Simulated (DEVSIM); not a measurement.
Structure: Si n+/n-/n+ resistor, at 300 K.

```csv
layer (left to right),material,thickness (μm),Nd (cm⁻³),τn (s),τp (s)
1,Si,0.830,1.2e17,8.3e-7,8.3e-7
2,Si,0.0910,2.6e14,8.3e-7,8.3e-7
3,Si,0.640,2.6e17,8.3e-7,8.3e-7
```

Left contact: ohmic. Right contact: ohmic. Voltage is applied to the left contact. Recombination: SRH at mid-gap, radiative. Mobility is μmin + (μ − μmin)/(1 + (N/Nref)^α).

This is a model device: material constants are rounded textbook-type values typed into the input, and sizes, dopings and lifetimes were drawn at random. Values at 300 K.

```csv
parameter,Si
gap (eV),1.124
affinity (eV),4.05
permittivity,11.7
Nc (cm⁻³),2.86e19
Nv (cm⁻³),3.1e19
μn (cm²/Vs),1417
μp (cm²/Vs),470
"μn,min",52
"μp,min",45
"Nref,n",9.7e16
"Nref,p",2.2e17
αn,0.68
αp,0.72
B (cm³/s),4.7e-15
```

DEVSIM, 1D drift-diffusion, Boltzmann statistics, complete ionisation; no tunnelling, impact ionisation, image-force lowering or self-heating.

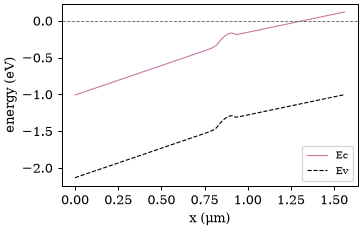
Figure: Band edges at 1.15 V on the left contact

Energies count from the Fermi level of the right contact; mesh points crowd at the junctions.

```json
[
 {"x (μm)": "0.000", "Ec (eV)": "-1.008", "Ev (eV)": "-2.132", "n (cm⁻³)": "1.2e17", "p (cm⁻³)": "970", "field (V/cm)": "8000"},
 {"x (μm)": "0.01990", "Ec (eV)": "-0.993", "Ev (eV)": "-2.116", "n (cm⁻³)": "1.2e17", "p (cm⁻³)": "970", "field (V/cm)": "8000"},
 {"x (μm)": "0.05847", "Ec (eV)": "-0.962", "Ev (eV)": "-2.086", "n (cm⁻³)": "1.2e17", "p (cm⁻³)": "970", "field (V/cm)": "8000"},
 {"x (μm)": "0.1239", "Ec (eV)": "-0.909", "Ev (eV)": "-2.033", "n (cm⁻³)": "1.2e17", "p (cm⁻³)": "970", "field (V/cm)": "8000"},
 {"x (μm)": "0.3093", "Ec (eV)": "-0.760", "Ev (eV)": "-1.885", "n (cm⁻³)": "1.2e17", "p (cm⁻³)": "970", "field (V/cm)": "8000"},
 {"x (μm)": "0.5315", "Ec (eV)": "-0.582", "Ev (eV)": "-1.706", "n (cm⁻³)": "1.2e17", "p (cm⁻³)": "970", "field (V/cm)": "8000"},
 {"x (μm)": "0.6734", "Ec (eV)": "-0.468", "Ev (eV)": "-1.592", "n (cm⁻³)": "1.2e17", "p (cm⁻³)": "950", "field (V/cm)": "8000"},
 {"x (μm)": "0.7742", "Ec (eV)": "-0.387", "Ev (eV)": "-1.510", "n (cm⁻³)": "1.2e17", "p (cm⁻³)": "660", "field (V/cm)": "8800"},
 {"x (μm)": "0.8098", "Ec (eV)": "-0.347", "Ev (eV)": "-1.471", "n (cm⁻³)": "8.7e16", "p (cm⁻³)": "340", "field (V/cm)": "16000"},
 {"x (μm)": "0.8300", "Ec (eV)": "-0.299", "Ev (eV)": "-1.423", "n (cm⁻³)": "4.5e16", "p (cm⁻³)": "210", "field (V/cm)": "33000"},
 {"x (μm)": "0.8471", "Ec (eV)": "-0.251", "Ev (eV)": "-1.375", "n (cm⁻³)": "2.1e16", "p (cm⁻³)": "450", "field (V/cm)": "25000"},
 {"x (μm)": "0.8791", "Ec (eV)": "-0.187", "Ev (eV)": "-1.311", "n (cm⁻³)": "2.6e16", "p (cm⁻³)": "2900", "field (V/cm)": "14000"},
 {"x (μm)": "0.9023", "Ec (eV)": "-0.166", "Ev (eV)": "-1.290", "n (cm⁻³)": "4.3e16", "p (cm⁻³)": "5700", "field (V/cm)": "2600"},
 {"x (μm)": "0.9208", "Ec (eV)": "-0.176", "Ev (eV)": "-1.300", "n (cm⁻³)": "1.1e17", "p (cm⁻³)": "3600", "field (V/cm)": "-16000"},
 {"x (μm)": "0.9483", "Ec (eV)": "-0.180", "Ev (eV)": "-1.304", "n (cm⁻³)": "2.5e17", "p (cm⁻³)": "2000", "field (V/cm)": "4200"},
 {"x (μm)": "0.9923", "Ec (eV)": "-0.159", "Ev (eV)": "-1.283", "n (cm⁻³)": "2.6e17", "p (cm⁻³)": "1900", "field (V/cm)": "4900"},
 {"x (μm)": "1.066", "Ec (eV)": "-0.123", "Ev (eV)": "-1.247", "n (cm⁻³)": "2.6e17", "p (cm⁻³)": "1900", "field (V/cm)": "4900"},
 {"x (μm)": "1.208", "Ec (eV)": "-0.053", "Ev (eV)": "-1.177", "n (cm⁻³)": "2.6e17", "p (cm⁻³)": "1900", "field (V/cm)": "4900"},
 {"x (μm)": "1.405", "Ec (eV)": "0.044", "Ev (eV)": "-1.080", "n (cm⁻³)": "2.6e17", "p (cm⁻³)": "1900", "field (V/cm)": "4900"},
 {"x (μm)": "1.487", "Ec (eV)": "0.085", "Ev (eV)": "-1.039", "n (cm⁻³)": "2.6e17", "p (cm⁻³)": "1600", "field (V/cm)": "4900"},
 {"x (μm)": "1.530", "Ec (eV)": "0.106", "Ev (eV)": "-1.018", "n (cm⁻³)": "2.6e17", "p (cm⁻³)": "1100", "field (V/cm)": "4900"},
 {"x (μm)": "1.561", "Ec (eV)": "0.122", "Ev (eV)": "-1.002", "n (cm⁻³)": "2.6e17", "p (cm⁻³)": "450", "field (V/cm)": "4900"}
]
```
